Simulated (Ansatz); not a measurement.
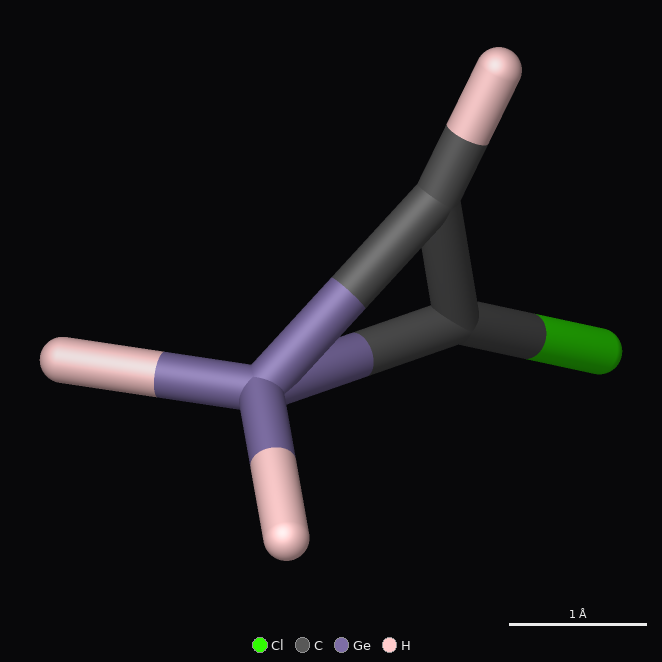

Stick drawing of a structure. Every bond is drawn as one stick, whatever its order.

Computed geometry: PBE0-D4/def2-TZVP optimisation.

What does the picture show?

It has 7 atoms: 2 carbon, 3 hydrogen, 1 chlorine and 1 germanium (C2H3ClGe). Its SMILES string is `Cl[C]1=[CH][GeH2]1`. Among its groups: alkene, C–Cl bond. This geometry has Cs symmetry.

More results for the same structure follow; atom numbers are the same in all pictures, views and colours differ.

### Geometry

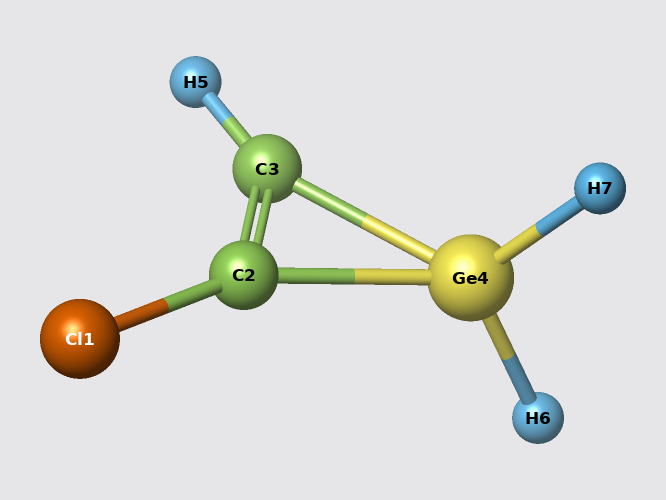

The atoms are numbered.

Give the bond lengths.

```csv
bond,length (Å)
Cl1–C2,1.703
C2–C3,1.319
C2–Ge4,1.904
C3–Ge4,1.924
C3–H5,1.082
Ge4–H6,1.531
Ge4–H7,1.531
```

### Levels of theory compared

Program: Ansatz 0.2.0.

Compare HOMO energy (eV), HOMO–LUMO gap (eV) at these levels: BLYP-D4/def2-TZVPP; CAM-B3LYP-D4/def2-TZVPP; PBE-D4/def2-TZVPP; PBE0-D4/def2-QZVPP; PBE0-D4/def2-SVP; r2SCAN0-D4/def2-TZVPP; r2SCANh-D4/def2-TZVPP; ωB97M-V/def2-QZVPP.

```csv
level,HOMO energy (eV),HOMO–LUMO gap (eV)
BLYP-D4/def2-TZVPP,−6.14,4.90
CAM-B3LYP-D4/def2-TZVPP,−8.66,9.21
PBE-D4/def2-TZVPP,−6.29,4.95
PBE0-D4/def2-QZVPP,−7.43,6.77
PBE0-D4/def2-SVP,−7.34,7.10
r2SCAN0-D4/def2-TZVPP,−7.57,7.18
r2SCANh-D4/def2-TZVPP,−6.95,6.10
ωB97M-V/def2-QZVPP,−9.51,10.51
```

### Dipole moment

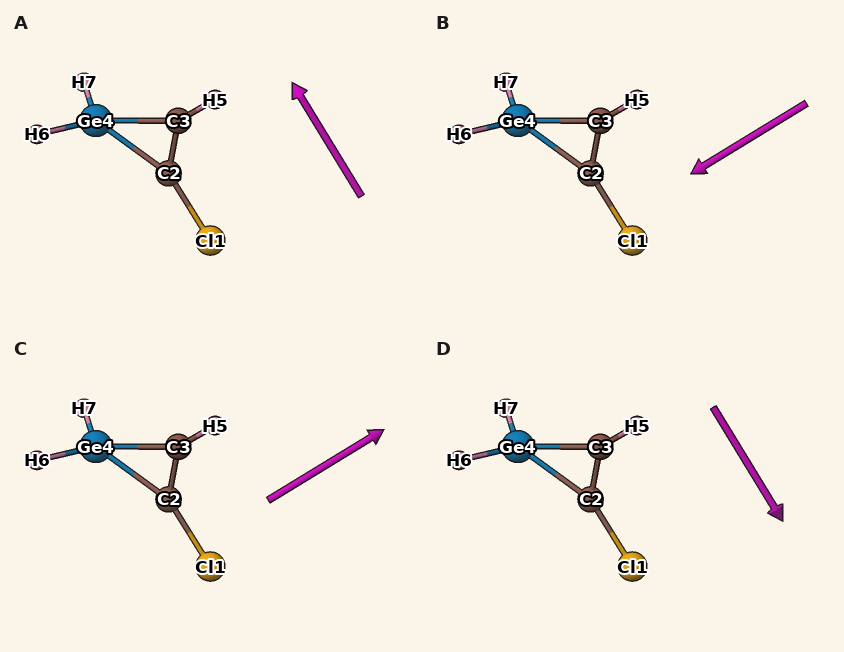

The same molecule four times, each with an arrow. Properties computed with RKS PBE-D4/def2-TZVPP (Ansatz 0.2.0).

**Which arrow points along the dipole moment, from the negative to the positive end?**

A. The dipole moment is 1.31 D; it points from the side of Cl1 to the side of H6, H7 (the outermost atoms at the two ends).

### Charges

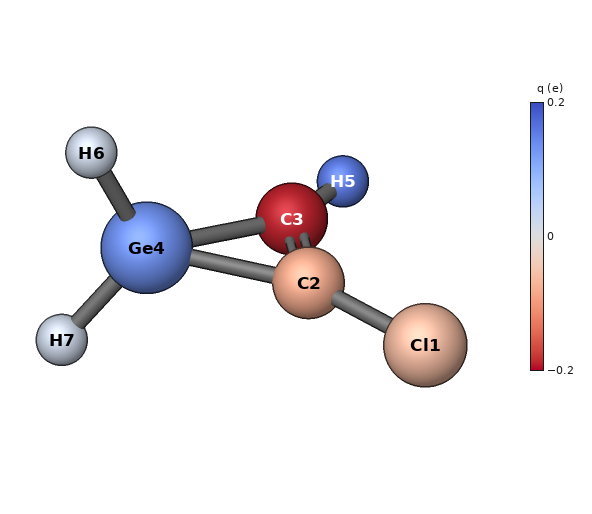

Atoms are coloured by their Mulliken charges. Level of theory: RKS PBE0-D4/def2-TZVP (Ansatz 0.2.0).

List the Mulliken charges.

```tsv
atom	value (e)
Cl1	−0.06
C2	−0.08
C3	−0.19
Ge4	0.13
H5	0.15
H6	0.02
H7	0.02
```

### Thermal motion

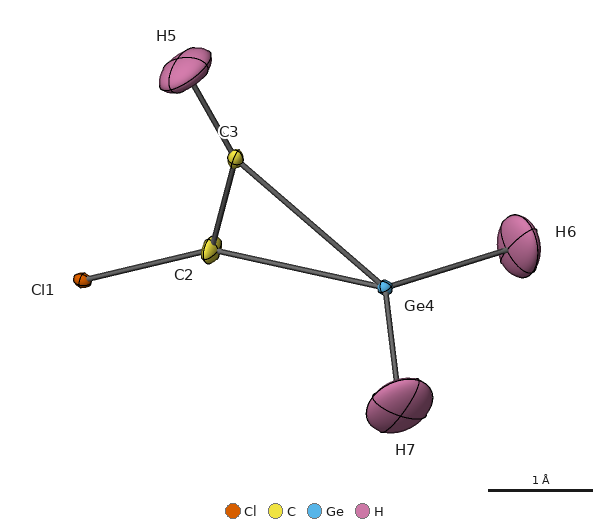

Displacement ellipsoids at the 50 % level, from the internal vibrations of the free molecule (harmonic, no overall translation or rotation; no half-axis is drawn under 0.075 Å). Vibrations computed with RKS PBE0-D4/def2-TZVP (Ansatz 0.2.0). Temperature: 600 K.

**Which atom has the largest mean-square displacement?**

H6, H7, with U_eq = 0.0364 Å².

**Does H6 move more along its bond or across it?**

Across it: the root-mean-square amplitude is 0.089 Å along the bond and up to 0.254 Å across, since bending and torsion are softer than stretching.

Give the displacement parameters, one line for each set of equivalent atoms.

| atom | U_eq (Å²) | rms amplitudes (Å) |
| --- | --- | --- |
| Cl1 | 0.0015 | 0.019, 0.024, 0.059 |
| C2 | 0.0063 | 0.041, 0.079, 0.104 |
| C3 | 0.0030 | 0.030, 0.050, 0.074 |
| Ge4 | 0.00045 | 0.007, 0.011, 0.034 |
| H5 | 0.0276 | 0.095, 0.182, 0.202 |
| H6, H7 | 0.0364 | 0.089, 0.191, 0.254 |

Mulliken values depend strongly on the basis set and can even reverse the polarity of a bond.
